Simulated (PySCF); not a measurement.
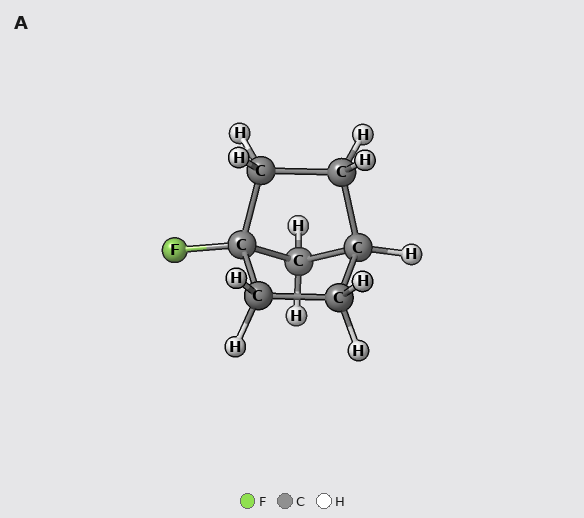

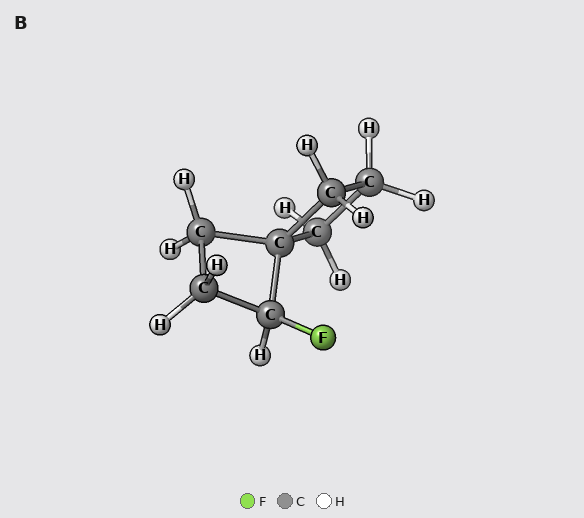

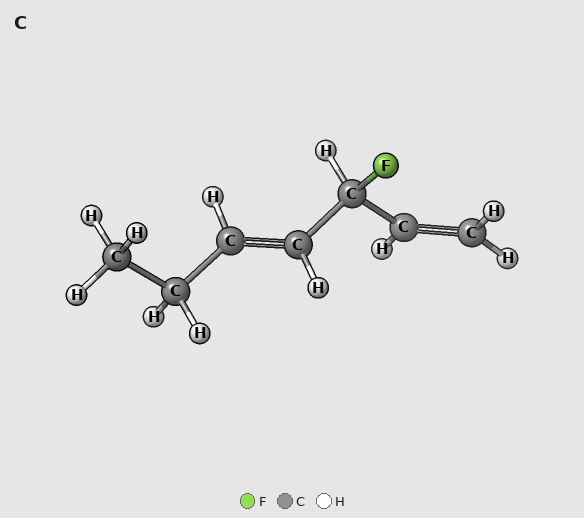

3 stationary structures of one formula. Geometries: PBE0-D3(BJ)/def2-SVP. Electronic energies: PBE0-D3(BJ)/def2-SVP (PySCF 2.14.0), without zero-point energy. No frequency run is at hand to confirm each as a minimum. Each is one conformer, not always the lowest.

**How are they related?**

They are constitutional isomers of C7H11F: A `F[C@]12CC[C@H](CC1)C2`, B `F[C@H]1CCC12CCC2`, C `C=C[C@H](F)/C=C/CC`.

**Rank them by energy, lowest first.**

A is lowest; B lies 1.528 eV above it, C lies 1.818 eV above it.
